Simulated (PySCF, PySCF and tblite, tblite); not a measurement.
# C₇H₉N: conformers and averaged spectra

Which conformers does C₇H₉N (`CCc1ccncc1`) populate, and what do their averaged NMR parameters look like?

Programs: PySCF 2.14.0 with density-fitted response routines of our own, and tblite 0.8.0. All values are computed, except where a source is named. Atoms count from 0 throughout.

### Step 1. The starting structure

17 atoms, charge 0, multiplicity 1; geometry from: MMFF94s geometry.

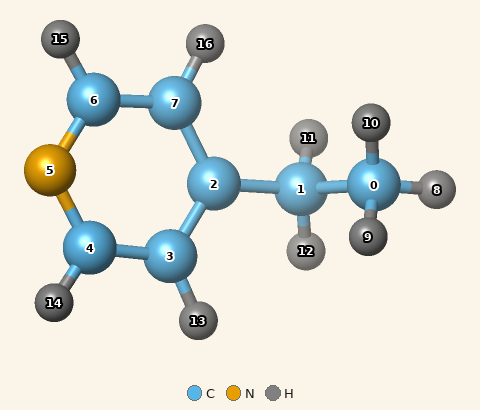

The starting geometry (carbon blue, nitrogen amber, hydrogen grey), atoms numbered.

### Step 2. GFN2-xTB relaxation, conformer 1

What the job is given:

```
{"job": {"xc": "GFN2-xTB", "basis": "xTB", "kind": "relax"}, "charge": 0, "multiplicity": 1}
C      2.151200     0.945700     0.023200
C      1.394700    -0.182400    -0.672800
C     -0.026300    -0.273000    -0.212100
C     -0.397200    -1.034500     0.882400
C     -1.730000    -1.074900     1.281800
N     -2.715000    -0.395100     0.640100
C     -2.338300     0.354300    -0.423500
C     -1.028100     0.451400    -0.875500
H      3.186000     0.980900    -0.318900
H      2.145600     0.817000     1.115900
H      1.676200     1.914800    -0.196600
H      1.435700    -0.054200    -1.749000
H      1.900100    -1.136900    -0.447500
H      0.345100    -1.610800     1.445400
H     -2.053800    -1.654400     2.129800
H     -3.147300     0.891800    -0.897300
H     -0.805800     1.072400    -1.735300
```

The run is started by

```console
$ OMP_NUM_THREADS=1 python ens_run.py task.json out
```

One launch serves the whole session.

The program printed:

```text
step      E/eV     max force
  0    -611.80743    1.784
  1    -611.87755    0.590
  2    -611.88676    0.232
  3    -611.89114    0.156
  4    -611.89288    0.101
  5    -611.89364    0.055
  6    -611.89395    0.038
  7    -611.89395    0.038
  8    -611.89406    0.032
  9    -611.89425    0.025
 10    -611.89433    0.028
 11    -611.89449    0.031
 12    -611.89460    0.029
 13    -611.89469    0.026
 14    -611.89475    0.019
 15    -611.89482    0.021
 16    -611.89492    0.028
 17    -611.89506    0.033
 18    -611.89520    0.028
 19    -611.89532    0.025
 20    -611.89542    0.022
 21    -611.89552    0.027
 22    -611.89564    0.029
 23    -611.89578    0.031
 24    -611.89592    0.036
 25    -611.89602    0.022
 26    -611.89608    0.020
 27    -611.89612    0.013
 28    -611.89614    0.012
 29    -611.89616    0.010
 30    -611.89618    0.011
 31    -611.89619    0.010
 32    -611.89620    0.009
 33    -611.89621    0.007
 34    -611.89622    0.008
 35    -611.89623    0.006
 36    -611.89623    0.007
 37    -611.89624    0.006
 38    -611.89624    0.006
 39    -611.89625    0.006
 40    -611.89625    0.004
```

It took 0.24 s on 1 thread of Arm Neoverse V1, shared host.

Gain 0.089 eV; displacement 0.04 Å root mean square.

### Step 3. Shieldings, conformer 1: wB97X-D/pcSseg-1 in chloroform

What the job is given:

```
{"job": {"xc": "wB97X-D", "basis": "pcSseg-1", "solvent": "chloroform", "kind": "nmr", "pop": true}, "charge": 0, "multiplicity": 1}
C      2.118347     0.947174     0.032441
C      1.405206    -0.205006    -0.678955
C     -0.024081    -0.284073    -0.231298
C     -0.393515    -1.041097     0.874913
C     -1.720595    -1.045988     1.271440
N     -2.669254    -0.362826     0.654144
C     -2.321058     0.359331    -0.397048
C     -1.024131     0.434053    -0.877506
H      3.155226     1.007215    -0.289742
H      2.096588     0.798958     1.109948
H      1.629131     1.892488    -0.192321
H      1.446255    -0.043243    -1.758029
H      1.916921    -1.142249    -0.450654
H      0.341921    -1.618971     1.414803
H     -2.044847    -1.625564     2.126298
H     -3.125164     0.903309    -0.876013
H     -0.793946     1.038520    -1.742330
```

The program printed:

```text
coarse grid: 14248 points
cycle   1  E = -326.6818033563  dE =  1.615e+00  |g| = 3.348e-01  |ddm| = 3.795e+00
cycle   2  E = -326.6989680675  dE = -1.716e-02  |g| = 2.792e-01  |ddm| = 6.373e-01
cycle   3  E = -326.7138818107  dE = -1.491e-02  |g| = 5.314e-02  |ddm| = 2.378e-01
cycle   4  E = -326.7144762236  dE = -5.944e-04  |g| = 2.334e-02  |ddm| = 7.332e-02
cycle   5  E = -326.7146083241  dE = -1.321e-04  |g| = 4.787e-03  |ddm| = 2.694e-02
cycle   6  E = -326.7146153263  dE = -7.002e-06  |g| = 1.365e-03  |ddm| = 7.777e-03
final grid: 137800 points
cycle   7  E = -326.7630693300  dE = -2.800e-04  |g| = 5.431e-03  |ddm| = 5.837e-02
cycle   8  E = -326.7630732265  dE = -3.896e-06  |g| = 4.373e-03  |ddm| = 9.980e-03
cycle   9  E = -326.7630770153  dE = -3.789e-06  |g| = 8.344e-04  |ddm| = 3.348e-03
cycle  10  E = -326.7630771819  dE = -1.666e-07  |g| = 3.184e-04  |ddm| = 1.425e-03
cycle  11  E = -326.7630772076  dE = -2.568e-08  |g| = 7.949e-05  |ddm| = 3.577e-04
cycle  12  E = -326.7630772101  dE = -2.530e-09  |g| = 2.917e-05  |ddm| = 1.688e-04
cycle  13  E = -326.7630772105  dE = -3.902e-10  |g| = 1.117e-05  |ddm| = 5.396e-05
converged SCF energy = -326.7630772105

GIAO shielding tensors (ppm)
atom      isotropic    diamagn.    paramagn.     s11        s22        s33       span
  0 C      165.328     246.996     -81.668    154.495    155.711    185.779     31.284
  1 C      153.545     245.640     -92.095    139.667    147.692    173.275     33.608
  2 C       22.828     262.016    -239.189    -79.018    -33.296    180.798    259.817
  3 C       57.071     255.429    -198.357    -54.314     57.954    167.574    221.888
  4 C       29.804     251.558    -221.753    -81.759     24.221    146.951    228.710
  5 N      -71.946     334.991    -406.937   -360.376   -167.280    311.818    672.193
  6 C       29.803     251.567    -221.764    -81.772     24.230    146.951    228.723
  7 C       57.076     255.427    -198.351    -54.296     57.918    167.605    221.901
  8 H       30.320      28.151       2.169     26.438     26.529     37.993     11.555
  9 H       30.665      30.617       0.047     26.139     30.083     35.772      9.634
 10 H       30.662      30.617       0.045     26.133     30.080     35.772      9.639
 11 H       29.089      31.056      -1.966     25.034     28.000     34.234      9.200
 12 H       29.091      31.057      -1.966     25.030     28.005     34.238      9.208
 13 H       24.293      33.814      -9.521     21.336     22.276     29.267      7.931
 14 H       22.948      29.382      -6.434     18.884     22.888     27.070      8.185
 15 H       22.947      29.383      -6.436     18.885     22.887     27.069      8.183
 16 H       24.292      33.814      -9.521     21.334     22.276     29.268      7.934
```

Run time: 38 s. Hardware: 1 thread of Arm Neoverse V1, shared host; peak memory 0.95 GiB.

This run: HOMO -9.38 eV, LUMO 1.12 eV; dipole 3.52 D.

The fields below are evaluated on a grid from the run's orbitals.

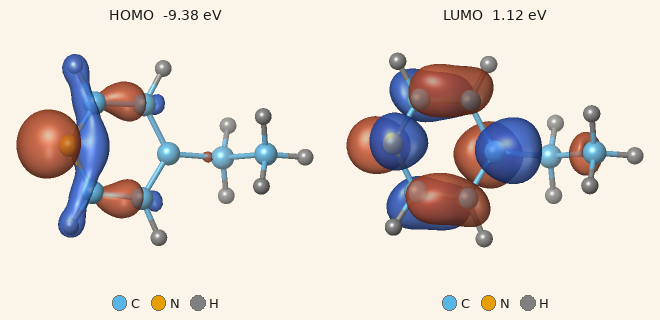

Frontier orbitals at wB97X-D/pcSseg-1; each surface holds 70 % of the orbital's density, blue and red mark the sign.

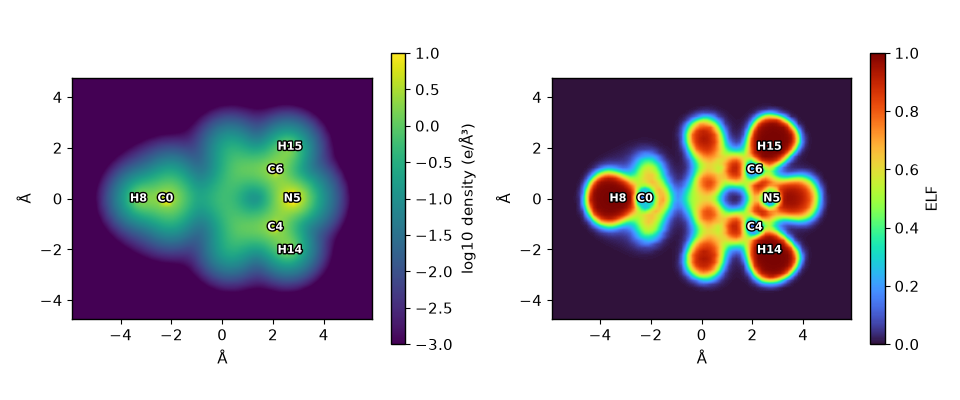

Density (left) and ELF (right) in a plane through or near 7 of the atoms.

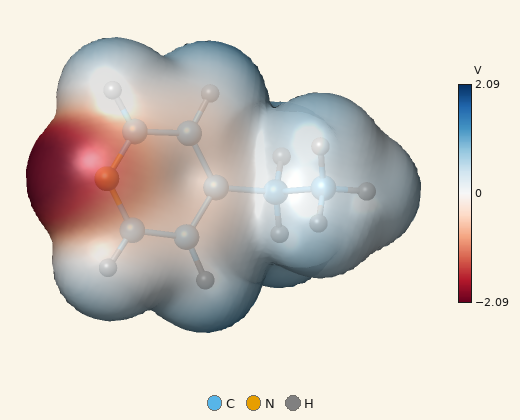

Electrostatic potential on the surface of density 0.002 e/bohr³; red is low, blue high. It runs, from the 1st to the 99th percentile, from -2.09 V near N5 to 1.12 V near H13.

### Step 4. Single-point energy, conformer 1: B3LYP/def2-SVP in chloroform

The job, as its differences from that of step 3:

```diff
@@ -1,2 +1,2 @@
-{"job": {"xc": "wB97X-D", "basis": "pcSseg-1", "solvent": "chloroform", "kind": "nmr", "pop": true}, "charge": 0, "multiplicity": 1}
+{"job": {"xc": "B3LYP", "basis": "def2-SVP", "solvent": "chloroform", "kind": "sp"}, "charge": 0, "multiplicity": 1}
 C      2.118347     0.947174     0.032441
```

The program printed:

```text
coarse grid: 14248 points
cycle   1  E = -326.5746280009  dE =  1.134e+00  |g| = 4.054e-01  |ddm| = 4.564e+00
cycle   2  E = -326.5675791217  dE =  7.049e-03  |g| = 4.604e-01  |ddm| = 1.020e+00
cycle   3  E = -326.6199426312  dE = -5.236e-02  |g| = 6.960e-02  |ddm| = 5.092e-01
cycle   4  E = -326.6207532582  dE = -8.106e-04  |g| = 3.443e-02  |ddm| = 8.048e-02
cycle   5  E = -326.6210039083  dE = -2.507e-04  |g| = 9.355e-03  |ddm| = 4.048e-02
cycle   6  E = -326.6210245471  dE = -2.064e-05  |g| = 3.707e-03  |ddm| = 1.420e-02
cycle   7  E = -326.6210281205  dE = -3.573e-06  |g| = 6.364e-04  |ddm| = 4.004e-03
final grid: 137800 points
cycle   8  E = -326.6825817720  dE = -4.529e-05  |g| = 5.326e-03  |ddm| = 3.770e-02
cycle   9  E = -326.6825805866  dE =  1.185e-06  |g| = 5.876e-03  |ddm| = 1.218e-02
cycle  10  E = -326.6825894028  dE = -8.816e-06  |g| = 7.605e-04  |ddm| = 6.259e-03
cycle  11  E = -326.6825895262  dE = -1.234e-07  |g| = 2.454e-04  |ddm| = 8.869e-04
cycle  12  E = -326.6825895383  dE = -1.215e-08  |g| = 8.530e-05  |ddm| = 3.194e-04
cycle  13  E = -326.6825895402  dE = -1.899e-09  |g| = 2.098e-05  |ddm| = 1.099e-04
cycle  14  E = -326.6825895403  dE = -1.065e-10  |g| = 7.024e-06  |ddm| = 2.668e-05
converged SCF energy = -326.6825895403
```

Run time: 9.1 s. Hardware: 1 thread of Arm Neoverse V1, shared host; peak memory 0.74 GiB.

Key values: HOMO -6.94 eV, LUMO -0.62 eV; dipole 3.25 D.

### Step 5. Couplings, conformer 1: B3LYP/6-31G*+pcJ-1

The job, as its differences from that of step 4:

```diff
@@ -1,2 +1,2 @@
-{"job": {"xc": "B3LYP", "basis": "def2-SVP", "solvent": "chloroform", "kind": "sp"}, "charge": 0, "multiplicity": 1}
+{"job": {"xc": "B3LYP", "basis": {"default": "6-31G*", "H": "pcJ-1"}, "nuclei": ["H", "F", "P", "Si", "B"], "kind": "j"}, "charge": 0, "multiplicity": 1}
 C      2.118347     0.947174     0.032441
```

The program printed:

```text
coarse grid: 14248 points
cycle   1  E = -326.9317685684  dE =  1.209e+00  |g| = 4.505e-01  |ddm| = 3.888e+00
cycle   2  E = -326.9205273833  dE =  1.124e-02  |g| = 5.171e-01  |ddm| = 1.100e+00
cycle   3  E = -326.9872516693  dE = -6.672e-02  |g| = 8.818e-02  |ddm| = 5.949e-01
cycle   4  E = -326.9885349708  dE = -1.283e-03  |g| = 4.223e-02  |ddm| = 9.801e-02
cycle   5  E = -326.9889204597  dE = -3.855e-04  |g| = 1.316e-02  |ddm| = 5.255e-02
cycle   6  E = -326.9889655174  dE = -4.506e-05  |g| = 4.664e-03  |ddm| = 1.804e-02
cycle   7  E = -326.9889710332  dE = -5.516e-06  |g| = 7.171e-04  |ddm| = 4.346e-03
final grid: 137800 points
cycle   8  E = -326.9246645140  dE = -4.345e-05  |g| = 6.595e-03  |ddm| = 2.848e-02
cycle   9  E = -326.9246626148  dE =  1.899e-06  |g| = 7.227e-03  |ddm| = 1.428e-02
cycle  10  E = -326.9246762278  dE = -1.361e-05  |g| = 7.832e-04  |ddm| = 7.549e-03
cycle  11  E = -326.9246763474  dE = -1.196e-07  |g| = 3.248e-04  |ddm| = 8.960e-04
cycle  12  E = -326.9246763681  dE = -2.072e-08  |g| = 1.101e-04  |ddm| = 3.801e-04
cycle  13  E = -326.9246763712  dE = -3.094e-09  |g| = 3.504e-05  |ddm| = 1.459e-04
cycle  14  E = -326.9246763715  dE = -3.107e-10  |g| = 9.432e-06  |ddm| = 3.841e-05
converged SCF energy = -326.9246763715

Indirect spin-spin couplings (Hz)
  i      j    bonds     total        FC       PSO       DSO        SD
  8 H    9 H    2    -13.551   -13.012     2.163    -2.702         -
  8 H   10 H    2    -13.576   -13.038     2.162    -2.700         -
  8 H   11 H    3      3.981     4.078     0.360    -0.457         -
  8 H   12 H    3      3.994     4.091     0.359    -0.456         -
  8 H   13 H    5     -0.312    -0.131     0.486    -0.666         -
  8 H   14 H    6     -0.170     0.116     0.639    -0.925         -
  8 H   15 H    6     -0.170     0.116     0.639    -0.925         -
  8 H   16 H    5     -0.312    -0.131     0.486    -0.667         -
  9 H   10 H    2    -13.916   -13.433     2.037    -2.519         -
  9 H   11 H    3     14.961    15.843     1.921    -2.803         -
  9 H   12 H    3      4.374     4.429     0.360    -0.415         -
  9 H   13 H    5      0.413     0.046    -0.773     1.139         -
  9 H   15 H    6     -0.319    -0.036     0.550    -0.833         -
  9 H   16 H    5     -0.209     0.059     0.626    -0.894         -
 10 H   11 H    3      4.391     4.446     0.358    -0.412         -
 10 H   12 H    3     14.964    15.847     1.920    -2.803         -
 10 H   13 H    5     -0.209     0.060     0.628    -0.896         -
 10 H   14 H    6     -0.319    -0.036     0.551    -0.835         -
 10 H   16 H    5      0.415     0.047    -0.776     1.144         -
 11 H   12 H    2    -11.970   -11.636     1.834    -2.168         -
 11 H   13 H    4     -0.767    -0.323     1.013    -1.457         -
 12 H   16 H    4     -0.765    -0.321     1.013    -1.458         -
 13 H   14 H    3      5.531     5.701     0.203    -0.372         -
 13 H   15 H    5      0.219     0.910     1.257    -1.948         -
 13 H   16 H    4      0.957     1.655     1.274    -1.972         -
 14 H   15 H    4     -1.423    -0.669     1.341    -2.095         -
 14 H   16 H    5      0.219     0.910     1.257    -1.948         -
 15 H   16 H    3      5.530     5.700     0.203    -0.372         -
```

Run time: 28 s. Hardware: 1 thread of Arm Neoverse V1, shared host; peak memory 0.99 GiB.

This run: HOMO -6.70 eV, LUMO -0.43 eV; dipole 2.52 D.

(Part 1 of 2 ends here.)
